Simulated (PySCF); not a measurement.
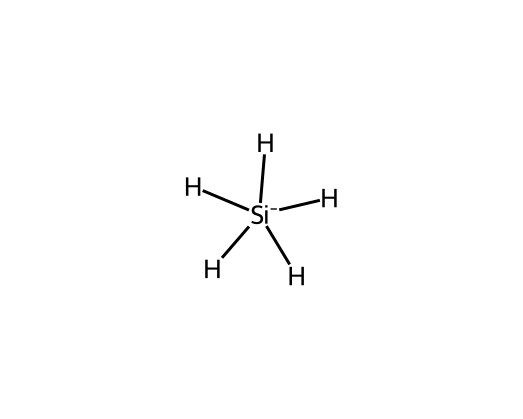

(Drawn from a calculation with PySCF.)

A structural formula. The species has charge −1 and is a spin singlet.

> Give its SMILES.

[SiH5-]

> Give the formula, hydrogens included.

SiH5, charge -1.

> An optimisation with PBE0-D3(BJ)/def2-SVP gave a structure of which point group?

D3h.
